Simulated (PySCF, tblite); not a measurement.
# C₂H₆FOSi radical, a small gas-phase stand-in for a defect centre (C site with back bonds [SiH3], C, F): EPR parameters

Wanted: the EPR parameters for `CC([O])(F)[SiH3]`. It is drawn as: oxygen hole.

Computed with tblite 0.8.0 and PySCF 2.14.0; each step states its level. No surroundings beyond the atoms listed, unless a continuum is named. Atoms count from 0, parts from 1.

## 1. Starting point

11 atoms, charge 0, multiplicity 2; geometry: distance geometry start.

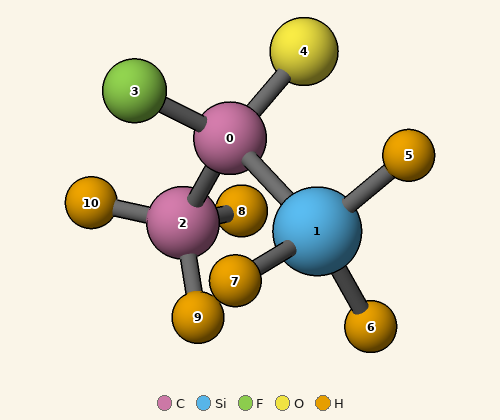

The starting geometry (carbon pink, silicon blue, fluorine green, oxygen yellow, hydrogen amber), atoms numbered.

## 2. Relaxing the cluster with GFN2-xTB

The job: settings as JSON, then the geometry in Å.

```
{"job": {"kind": "relax", "xc": "GFN2-xTB", "basis": "xTB"}, "charge": 0, "multiplicity": 2}
C     -0.326072     0.651071    -0.177538
Si     1.427217     0.061362     0.006505
C     -1.220078    -0.555486     0.159136
F     -0.580873     1.633418     0.743114
O     -0.533174     1.080710    -1.495730
H      2.274698     0.872274    -0.893397
H      1.417158    -1.368700    -0.389835
H      1.817406     0.216960     1.417937
H     -1.570640    -0.977957    -0.819836
H     -0.574829    -1.364613     0.624864
H     -2.072039    -0.258099     0.770241
```

Method: GFN2-xTB geometry optimisation, gas phase.

Run with:

```bash
$ OMP_NUM_THREADS=1 python cluster_run.py task.json out
```

The driver reads the jobs from task.json and runs them one after another.

The program printed:

```text
step      E/eV     max force
  0    -483.85140    5.873
  1    -484.51822    1.914
  2    -484.61143    1.259
  3    -484.65720    0.423
  4    -484.67323    0.410
  5    -484.70184    0.457
  6    -484.71501    0.334
  7    -484.72335    0.284
  8    -484.73184    0.315
  9    -484.74025    0.334
 10    -484.74782    0.308
 11    -484.75519    0.257
 12    -484.76141    0.211
 13    -484.76596    0.169
 14    -484.76925    0.166
 15    -484.77220    0.194
 16    -484.77610    0.254
 17    -484.78098    0.242
 18    -484.78536    0.197
 19    -484.78800    0.120
 20    -484.78943    0.116
 21    -484.79077    0.134
 22    -484.79243    0.110
 23    -484.79427    0.120
 24    -484.79634    0.158
 25    -484.79892    0.187
 26    -484.80200    0.208
 27    -484.80500    0.148
 28    -484.80753    0.157
 29    -484.80976    0.181
 30    -484.81244    0.195
 31    -484.81631    0.214
 32    -484.82093    0.149
 33    -484.82459    0.156
 34    -484.82792    0.195
 35    -484.83132    0.225
 36    -484.82082    0.489
 37    -484.83732    0.147
 38    -484.83966    0.134
 39    -484.84580    0.120
 40    -484.84768    0.146
 41    -484.85423    0.208
 42    -484.85767    0.191
 43    -484.86327    0.217
 44    -484.87092    0.213
 45    -484.87606    0.241
 46    -484.87513    0.403
 47    -484.88114    0.112
 48    -484.88252    0.107
 49    -484.88450    0.088
 50    -484.88519    0.074
 51    -484.88577    0.066
 52    -484.88614    0.045
 53    -484.88664    0.077
 54    -484.88752    0.116
 55    -484.88894    0.124
 56    -484.89104    0.116
 57    -484.89160    0.310
 58    -484.89805    0.297
 59    -484.92686    0.845
 60    -484.86254    1.402
 61    -484.93470    1.495
 62    -485.07063    0.982
 63    -485.04328    1.067
 64    -485.16763    0.656
 65    -485.16411    3.427
 66    -485.29359    1.199
 67    -485.43315    1.441
 68    -485.47269    0.982
 69    -485.54049    0.894
 70    -485.58950    0.572
 71    -485.64681    0.733
 72    -485.70555    1.211
 73    -485.75828    0.839
 74    -485.83807    0.774
 75    -485.90409    0.639
 76    -485.93626    1.290
 77    -485.97462    0.394
 78    -485.99359    0.290
 79    -486.00018    0.202
 80    -486.00572    0.153
 81    -486.01107    0.153
 82    -486.01533    0.156
 83    -486.01885    0.154
 84    -486.02101    0.130
 85    -486.02250    0.092
 86    -486.02405    0.120
 87    -486.02632    0.141
 88    -486.02913    0.175
 89    -486.03213    0.181
 90    -486.03528    0.184
 91    -486.03899    0.208
 92    -486.04353    0.246
 93    -486.04899    0.254
 94    -486.05467    0.184
 95    -486.05864    0.129
 96    -486.06077    0.111
 97    -486.06196    0.103
 98    -486.06280    0.094
 99    -486.06345    0.091
100    -486.06417    0.071
101    -486.06469    0.060
102    -486.06499    0.053
103    -486.06530    0.044
104    -486.06557    0.044
105    -486.06582    0.041
106    -486.06609    0.046
107    -486.06639    0.049
108    -486.06680    0.057
109    -486.06736    0.060
110    -486.06813    0.065
111    -486.06899    0.062
112    -486.06968    0.058
113    -486.07014    0.059
114    -486.07061    0.074
115    -486.07112    0.082
116    -486.07192    0.079
117    -486.07288    0.067
118    -486.07372    0.065
119    -486.07439    0.070
120    -486.07538    0.077
121    -486.07639    0.091
122    -486.07760    0.096
123    -486.07748    0.192
124    -486.07927    0.090
125    -486.08020    0.088
126    -486.08217    0.208
127    -486.08399    0.102
128    -486.08523    0.089
129    -486.08169    0.380
130    -486.08705    0.054
131    -486.08781    0.046
132    -486.08829    0.171
133    -486.08913    0.053
134    -486.08939    0.040
135    -486.08985    0.045
136    -486.09001    0.032
137    -486.09019    0.035
138    -486.09064    0.053
139    -486.09134    0.092
140    -486.09243    0.157
141    -486.09380    0.170
142    -486.08713    0.448
143    -486.09614    0.106
144    -486.09700    0.086
145    -486.09808    0.125
146    -486.09870    0.076
147    -486.10004    0.049
148    -486.10087    0.078
149    -486.10175    0.095
150    -486.10228    0.080
151    -486.10257    0.052
152    -486.10283    0.068
153    -486.10300    0.046
154    -486.10314    0.033
155    -486.10330    0.034
156    -486.10350    0.046
157    -486.10374    0.043
158    -486.10397    0.036
159    -486.10411    0.025
160    -486.10420    0.047
161    -486.10426    0.031
162    -486.10430    0.023
163    -486.10433    0.017
164    -486.10437    0.014
165    -486.10442    0.015
166    -486.10449    0.023
167    -486.10458    0.034
168    -486.10473    0.040
169    -486.10494    0.038
170    -486.10517    0.031
171    -486.10536    0.027
172    -486.10553    0.026
173    -486.10572    0.028
174    -486.10592    0.038
175    -486.10603    0.028
176    -486.10615    0.021
177    -486.10619    0.017
178    -486.10620    0.011
179    -486.10621    0.008
180    -486.10622    0.005
```

It took 2.9 s on 1 thread of Arm Neoverse V2, shared host.

The steps of the relaxation:

```csv
step,energy from step 0 (eV),largest force (eV/Å)
0,0.0000,5.8734
7,-0.8719,0.2842
14,-0.9178,0.1655
21,-0.9394,0.1341
28,-0.9561,0.1579
35,-0.9799,0.2246
42,-1.0063,0.1918
49,-1.0331,0.0873
56,-1.0396,0.1157
63,-1.1919,1.0669
70,-1.7381,0.5720
77,-2.1232,0.3938
84,-2.1696,0.1298
91,-2.1876,0.2077
98,-2.2114,0.0933
105,-2.2144,0.0409
112,-2.2183,0.0581
119,-2.2230,0.0699
126,-2.2308,0.2077
133,-2.2377,0.0528
140,-2.2410,0.1571
147,-2.2486,0.0496
154,-2.2517,0.0331
161,-2.2529,0.0313
168,-2.2533,0.0401
175,-2.2546,0.0277
180,-2.2548,0.0044
```

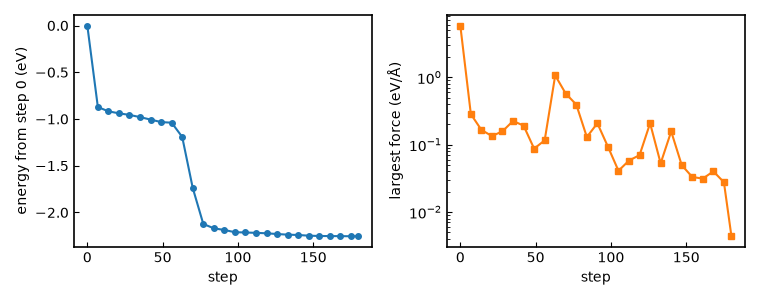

Energy and force, step by step.

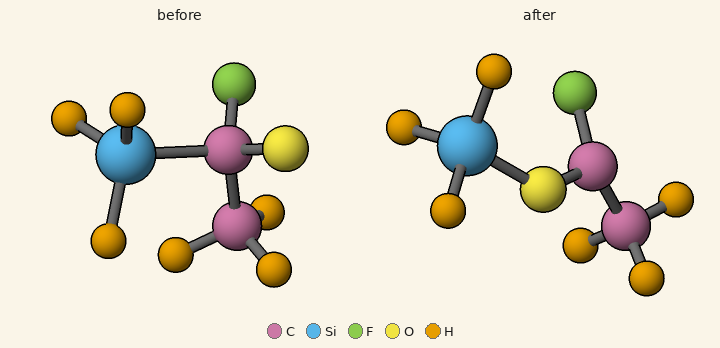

The geometry before (left) and after (right).

Close pairs (by a distance rule), those that changed most:

| bond | before (Å) | after (Å) | change (Å) |
| --- | --- | --- | --- |
| Si1–O4 | 2.672 | 1.643 | -1.029 |
| C0–Si1 | 1.859 | 2.726 | +0.867 |
| C0–O4 | 1.402 | 1.321 | -0.080 |
| C0–C2 | 1.539 | 1.486 | -0.053 |
| C2–H9 | 1.135 | 1.097 | -0.038 |
| C2–H8 | 1.122 | 1.086 | -0.036 |
| Si1–H6 | 1.484 | 1.454 | -0.030 |
| Si1–H5 | 1.478 | 1.462 | -0.016 |

Bonds of the start that broke: C0–Si1.

Bonds that formed: Si1–O4.

## 3. Optimising the geometry at PBE0-D3(BJ)/def2-SVP

The job: settings as JSON, then the geometry in Å.

```
{"job": {"xc": "PBE0", "basis": "def2-SVP", "d3": "d3bj", "grid": 2, "kind": "geom", "shake": 0.01}, "charge": 0, "multiplicity": 2}
C     -0.666209     0.364797    -0.034011
Si     1.999678     0.140403    -0.391177
C     -1.911159    -0.434835     0.238394
F     -0.409035     1.388832     0.868995
O      0.396987    -0.174329    -0.553106
H      2.293364     1.511260    -0.837785
H      2.501284    -0.900369    -1.276340
H      2.424117    -0.003374     1.004010
H     -2.085779    -1.078037    -0.581550
H     -1.754784    -1.057123     1.149571
H     -2.755777     0.214274     0.423297
```

The program printed:

```text
step   0  E = -543.67150221  max force = 0.040911
step   1  E = -543.68117452  max force = 0.004809
step   2  E = -543.67921800  max force = 0.017338
step   3  E = -543.68096372  max force = 0.006877
step   4  E = -543.68147924  max force = 0.002674
step   5  E = -543.68159601  max force = 0.002098
step   6  E = -543.68169837  max force = 0.001158
step   7  E = -543.68183293  max force = 0.001277
step   8  E = -543.68195019  max force = 0.001334
step   9  E = -543.68197457  max force = 0.001274
step  10  E = -543.68198422  max force = 0.000680
step  11  E = -543.68198843  max force = 0.000105
optimisation converged
```

It took 93 s on 1 thread of Arm Neoverse V2, shared host; peak memory 0.54 GiB.

Step by step: (the energy doesn't fall at every step)

| step | energy from step 0 (eV) | largest force component (eV/Å) |
| --- | --- | --- |
| 0 | 0.0000 | 2.1037 |
| 1 | -0.2632 | 0.2473 |
| 2 | -0.2100 | 0.8916 |
| 3 | -0.2575 | 0.3536 |
| 4 | -0.2715 | 0.1375 |
| 5 | -0.2747 | 0.1079 |
| 6 | -0.2775 | 0.0595 |
| 7 | -0.2811 | 0.0657 |
| 8 | -0.2843 | 0.0686 |
| 9 | -0.2850 | 0.0655 |
| 10 | -0.2852 | 0.0350 |
| 11 | -0.2853 | 0.0054 |

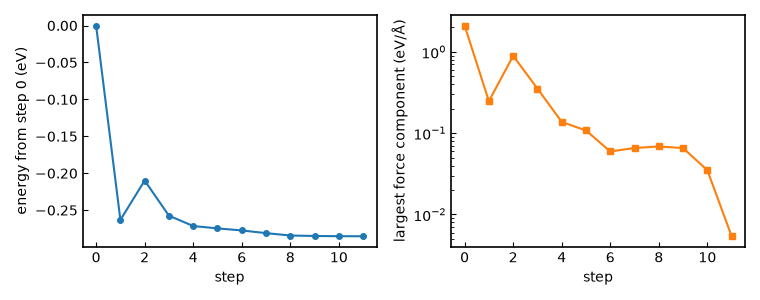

Energy and force, step by step.

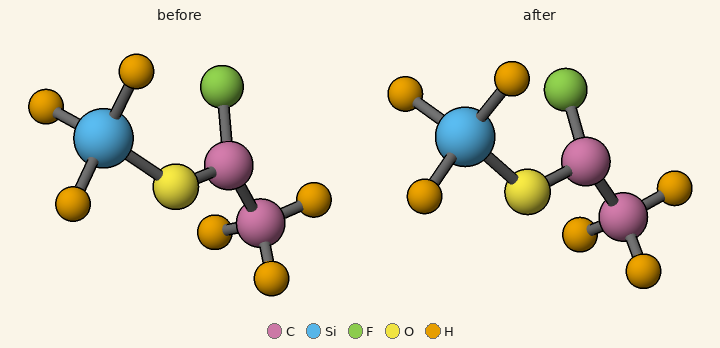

Before and after, at one scale.

Close pairs (by a distance rule), those that changed most:

| bond | before (Å) | after (Å) | change (Å) |
| --- | --- | --- | --- |
| Si1–O4 | 1.641 | 1.692 | +0.051 |
| C0–O4 | 1.300 | 1.341 | +0.041 |
| C2–H8 | 1.057 | 1.098 | +0.041 |
| C0–F3 | 1.389 | 1.355 | -0.034 |
| Si1–H6 | 1.455 | 1.486 | +0.030 |
| Si1–H7 | 1.465 | 1.489 | +0.024 |
| C0–C2 | 1.504 | 1.483 | -0.022 |
| Si1–H5 | 1.471 | 1.491 | +0.020 |

The next job starts from the end point, and lists it.

```
                         at the end point                value
  point group (found at 0.08 Å tolerance)                   C1
rotational constants (GHz, main isotopes)  8.965, 2.411, 1.986
                        dipole moment (D)                 0.60
                                     ⟨S²⟩                0.753
```

## 4. EPR parameters: B3LYP/IGLO-III+pcH-1

The job: settings as JSON, then the geometry in Å.

```
{"job": {"kind": "epr"}, "charge": 0, "multiplicity": 2}
C     -0.651553     0.345793     0.038717
Si     1.988683     0.134830    -0.439337
C     -1.933047    -0.370123     0.246580
F     -0.297573     1.152245     1.068785
O      0.379804    -0.387923    -0.405586
H      2.069832     1.486940    -1.062458
H      2.689520    -0.877739    -1.270577
H      2.570379     0.163791     0.931298
H     -2.204129    -0.919291    -0.664493
H     -1.845650    -1.097693     1.076383
H     -2.733428     0.341016     0.490851
```

Method: UKS B3LYP, IGLO-III on C F O Si, pcH-1 on H, non-relativistic, mean-field spin-orbit, GIAO.

The program printed:

```text
UKS, coarse grid
  cycle   1  E = -544.38860848  |g| = 5.95e-01
  cycle   2  E = -544.18723346  |g| = 9.72e-01
  cycle   3  E = -544.49944711  |g| = 1.09e-01
  cycle   4  E = -544.50320463  |g| = 5.09e-02
  cycle   5  E = -544.50398509  |g| = 1.56e-02
  cycle   6  E = -544.50406225  |g| = 4.63e-03
  cycle   7  E = -544.50407202  |g| = 1.12e-03
  cycle   8  E = -544.50407325  |g| = 3.09e-04
UKS, final grid
  cycle   1  E = -544.50405122  |g| = 2.92e-04
  cycle   2  E = -544.50405120  |g| = 4.16e-04
  cycle   3  E = -544.50405126  |g| = 7.19e-05
  cycle   4  E = -544.50405126  |g| = 2.25e-05
E = -544.50405126 Eh   <S^2> = 0.7526 (exact 0.7500)
g shifts (ppm)      1          2          3
  rmc          -220       -220       -220
  gc             16         45         36
  oz_so        -153       1580       2107
  total        -357       1405       1923
hyperfine (MHz)  atom isotope    a_iso     a_fc   dipolar eigenvalues
    0   13C     342.51     342.54    -74.12    -72.79    146.92
    1  29Si      -2.77      -2.78     -1.36      0.52      0.84
    2   13C      33.80      33.79     -4.64     -3.56      8.19
    3   19F     259.21     258.88   -185.82   -164.90    350.71
    4   17O     -18.31     -18.32    -41.92     20.18     21.74
    5    1H       4.61       4.61     -2.64     -2.32      4.95
    6    1H      -2.00      -2.00     -1.90     -1.51      3.41
    7    1H       6.14       6.14     -1.77     -1.72      3.49
    8    1H       9.27       9.27     -6.19     -4.85     11.04
    9    1H     101.56     101.55     -4.48     -2.46      6.94
   10    1H      16.45      16.44     -6.31     -4.97     11.28
```

Wall time 39 s (1 thread of Arm Neoverse V2, shared host); peak memory 0.86 GiB.

Principal g values 2.00196, 2.00372, 2.00424; g(iso) = 2.00331, against 2.00232 for a free electron.

Hyperfine couplings, nucleus by nucleus at this fixed geometry (no averaging over rotations):

| nuclei | isotope | a(iso) (MHz) | a(iso) (G, at g = 2.0023) | largest dipolar term (MHz) |
| --- | --- | --- | --- | --- |
| C0 | 13C | 342.5 | 122.2 | 146.9 |
| F3 | 19F | 259.2 | 92.5 | 350.7 |
| H9 | 1H | 101.6 | 36.2 | 6.9 |
| C2 | 13C | 33.8 | 12.1 | 8.2 |
| O4 | 17O | -18.3 | -6.5 | -41.9 |
| H10 | 1H | 16.4 | 5.9 | 11.3 |
| H8 | 1H | 9.3 | 3.3 | 11.0 |
| H7 | 1H | 6.1 | 2.2 | 3.5 |
| H5 | 1H | 4.6 | 1.6 | 5.0 |
| Si1 | 29Si | -2.8 | -1.0 | -1.4 |
| H6 | 1H | -2.0 | -0.7 | 3.4 |

Mulliken spin populations:

| atom | value (e) |
| --- | --- |
| C0 | 0.90 |
| Si1 | 0.01 |
| C2 | -0.07 |
| F3 | 0.02 |
| O4 | 0.06 |
| H5 | 0.01 |
| H6 | 0.00 |
| H7 | 0.00 |
| H8 | 0.00 |
| H9 | 0.07 |
| H10 | 0.01 |

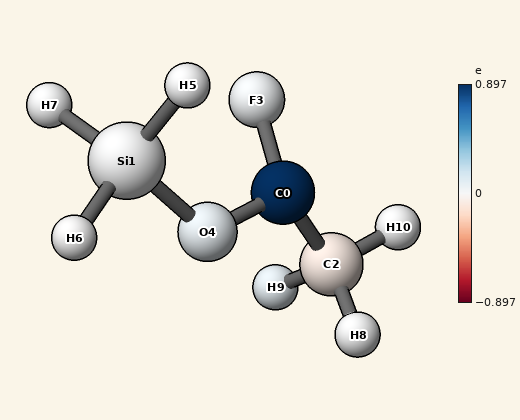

Mulliken spin populations, as colours on the atoms.

## 5. EPR parameters: BHandHLYP/IGLO-III+pcH-1

Settings changed since step 4:

```diff
@@ -1,2 +1,2 @@
-{"job": {"kind": "epr"}, "charge": 0, "multiplicity": 2}
+{"job": {"kind": "epr", "xc": "BHandHLYP"}, "charge": 0, "multiplicity": 2}
 C     -0.651553     0.345793     0.038717
```

Method: UKS BHandHLYP, IGLO-III on C F O Si, pcH-1 on H, non-relativistic, mean-field spin-orbit, GIAO.

The program printed:

```text
UKS, coarse grid
  cycle   1  E = -544.24964507  |g| = 5.29e-01
  cycle   2  E = -544.23814912  |g| = 5.99e-01
  cycle   3  E = -544.35030475  |g| = 5.06e-02
  cycle   4  E = -544.35143254  |g| = 2.69e-02
  cycle   5  E = -544.35176058  |g| = 9.80e-03
  cycle   6  E = -544.35181018  |g| = 3.29e-03
  cycle   7  E = -544.35182056  |g| = 1.26e-03
  cycle   8  E = -544.35182178  |g| = 3.71e-04
UKS, final grid
  cycle   1  E = -544.35180791  |g| = 2.25e-04
  cycle   2  E = -544.35180794  |g| = 1.50e-04
  cycle   3  E = -544.35180796  |g| = 5.58e-05
  cycle   4  E = -544.35180796  |g| = 3.22e-05
  cycle   5  E = -544.35180796  |g| = 7.98e-06
E = -544.35180796 Eh   <S^2> = 0.7540 (exact 0.7500)
g shifts (ppm)      1          2          3
  rmc          -222       -222       -222
  gc             14         43         36
  oz_so        -154       1498       1980
  total        -362       1319       1794
hyperfine (MHz)  atom isotope    a_iso     a_fc   dipolar eigenvalues
    0   13C     386.63     386.66    -77.43    -75.77    153.20
    1  29Si      -1.18      -1.19     -1.26      0.52      0.73
    2   13C      25.49      25.49     -5.01     -3.10      8.11
    3   19F     296.71     296.43   -183.78   -155.04    338.82
    4   17O     -23.84     -23.85    -41.20     19.52     21.68
    5    1H       2.33       2.33     -2.65     -2.40      5.05
    6    1H      -2.03      -2.03     -1.84     -1.51      3.35
    7    1H       4.75       4.75     -1.77     -1.74      3.51
    8    1H       9.76       9.76     -6.38     -4.98     11.36
    9    1H     103.01     103.01     -4.23     -2.45      6.69
   10    1H      16.88      16.87     -6.47     -5.13     11.60
```

It took 41 s on 1 thread of Arm Neoverse V2, shared host; peak memory 0.86 GiB.

In short: g(iso) 2.00324.

## 6. Comparing the runs: EPR parameters

g, ⟨S²⟩ and isotropic hyperfine couplings (MHz), with basis size and wall time:

| run | g(iso) | ⟨S²⟩ | 13C C0 | 19F F3 | 1H H9 | 13C C2 | 17O O4 | functions | time |
| --- | --- | --- | --- | --- | --- | --- | --- | --- | --- |
| B3LYP/IGLO-III+pcH-1 | 2.00331 | 0.753 | 342.5 | 259.2 | 101.6 | 33.8 | -18.3 | 244 | 39 s |
| BHandHLYP/IGLO-III+pcH-1 | 2.00324 | 0.754 | 386.6 | 296.7 | 103.0 | 25.5 | -23.8 | 244 | 41 s |

## 7. What came out

| quantity | value |
| --- | --- |
| point group | C1 |
| rotational constants (main isotopes) | 8.97, 2.41, 1.99 GHz |
| g(iso) (B3LYP) | 2.00331 |
| ⟨S²⟩ | 0.753 (exact 0.75) |
| largest a(iso) | 13C on C0, 342.5 MHz |

**Reading.** Bonds broke on relaxing, so the results belong to the rearranged structure. New bonds formed on relaxing, so the results belong to the rearranged structure. The start of the PBE0/def2-SVP relaxation was shaken at random by about 0.01 Å, so part of the energy gained, and of the first lengths quoted, undoes that. Relaxing lowered the energy by 0.285 eV in 11 steps; the close pair that moved most is Si1–O4, from 1.641 to 1.692 Å (PBE0/def2-SVP). No frequency check was run at this level, so the end point may be a saddle. C0 carries the largest spin population, 0.90 e. The isotropic g lies 1.0 ppt above the free-electron value. The coupling of 13C on C0 runs from 342.5 (B3LYP/IGLO-III+pcH-1) to 386.6 MHz (BHandHLYP/IGLO-III+pcH-1). A capped cluster stands for the solid here, so long-range fields and strain are missing, and bands or shifts of the capping hydrogens have no counterpart in it.
